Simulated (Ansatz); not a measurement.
# CHFNOSi radical: up Jacob's ladder to CCSD(T)

Aim: compute CHFNOSi radical with functionals from several rungs and with coupled cluster, and see how far each lands from CCSD(T) at the basis-set limit for the atomisation energy.

Method: functionals in def2-TZVPP, the program's frozen cores in correlated methods; program: Ansatz 0.2.0, Gaussian basis.

The runs, in order: LDA (SPW92), PBE-D4, revPBE-D4, BLYP-D4, r2SCAN-D4, B97M-V, PBE0-D4, B3LYP-D4, r2SCANh-D4, r2SCAN0-D4, HSE06-D4, BHLYP-D4, CAM-B3LYP-D4, LC-ωPBE, ωB97X-V, ωB97M-V, B2PLYP, PBE-QIDH; CCSD(T)/def2-SVP; CCSD(T)/def2-TZVPP; MP2/def2-QZVPP; extrapolation to the limit; RPA on PBE.

## (1) The geometry

All runs share one geometry, relaxed beforehand with PBE0-D4 in a triple-zeta def2 set.

SMILES `O=C=N[SiH]F`, 6 atoms, charge 0, spin multiplicity 2.

Atoms are counted from 1 here; the program's logs count them from 0.

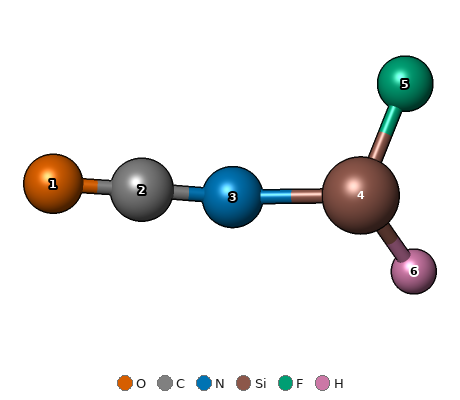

The structure; oxygen orange, carbon grey, nitrogen blue, silicon brown, fluorine teal, hydrogen pink; atoms are numbered from 1 in the order of the file.

## (2) LDA

This LDA is Slater exchange with PW92 correlation.

The input, in.yaml:

```yaml
crystal:
  periodic: [false, false, false]
  atoms:
    - {symbol: O, position_ang: [-1.493158, 1.227263, 1.999140]}
    - {symbol: C, position_ang: [-0.906843, 0.754442, 1.115394]}
    - {symbol: N, position_ang: [-0.304021, 0.306303, 0.180835]}
    - {symbol: Si, position_ang: [0.439488, -0.903908, -0.755252]}
    - {symbol: F, position_ang: [1.995619, -0.925749, -0.399577]}
    - {symbol: H, position_ang: [0.310916, -0.522351, -2.186741]}
basis:
  gaussian: {orbitals: def2-TZVPP}
magnetization: {spin_polarized: true, initial_magnetization: 1}
hamiltonian: {xc: lda}
output: {orbitals: {seedname: orbitals}}
```

The run is started by

```console
> ansatz run in.yaml --threads 4 --pin off --events-out ev --progress --plain --max-ram 10444MiB
```

The runs that follow: PBE-D4 (GGA); revPBE-D4 (GGA); BLYP-D4 (GGA); r2SCAN-D4 (meta-GGA); B97M-V (meta-GGA); B3LYP-D4 (hybrid); r2SCANh-D4 (hybrid); r2SCAN0-D4 (hybrid); HSE06-D4 (hybrid); BHLYP-D4 (hybrid); CAM-B3LYP-D4 (range-separated); LC-ωPBE (range-separated); ωB97X-V (range-separated); ωB97M-V (range-separated); B2PLYP (double hybrid); PBE-QIDH (double hybrid); CCSD(T) in def2-SVP; CCSD(T) in def2-TZVPP; MP2 in def2-QZVPP; RPA on PBE orbitals.

**Question.** What will the summary of the whole plan be? Wanted: atomisation energy, CCSD(T)/CBS; farthest beyond LDA; mean size of error, GGA; mean size of error, meta-GGA; mean size of error, hybrid; mean size of error, range-separated; mean size of error, double hybrid; gap, smallest and largest; T1 diagnostic.

**Answer**, as computed:

```
                               quantity                                     value
        atomisation energy, CCSD(T)/CBS                             2614.5 kJ/mol
 functionals within 13.1 kJ/mol (0.5 %)              r2SCANh-D4, B2PLYP, PBE-QIDH
                    farthest beyond LDA                    PBE-D4 (+151.5 kJ/mol)
                mean size of error, GGA                               95.3 kJ/mol
           mean size of error, meta-GGA                               39.7 kJ/mol
             mean size of error, hybrid                               46.1 kJ/mol
    mean size of error, range-separated                               28.0 kJ/mol
      mean size of error, double hybrid                                8.7 kJ/mol
              gap, smallest and largest  1.25 eV (LDA (SPW92)), 8.86 eV (LC-ωPBE)
                          T1 diagnostic                                    0.0169
triples share of the correlation energy                                     4.2 %
```

In words: The LDA atomisation energy is off by 520.0 kJ/mol (20 %): it overbinds. PBE-D4 misses by +151.5 kJ/mol. Double hybrids carry the basis error of their MP2 part in triple zeta, and no dispersion term here, so their miss is partly the set-up's. Taken by rung, double hybrid functionals do best (8.7 kJ/mol on average) and GGA ones worst beyond LDA (95.3 kJ/mol). The reference freezes the cores and leaves out relativity and excitations past (T), so misses under about 13.1 kJ/mol can't be ranked. Hartree-Fock recovers 67 % of the binding; the rest is correlation. CCSD(T) in def2-SVP is off by -201.3 kJ/mol, so the small basis spoils what the method gains. Orbital gaps span 1.2 to 8.9 eV; exact exchange widens them.
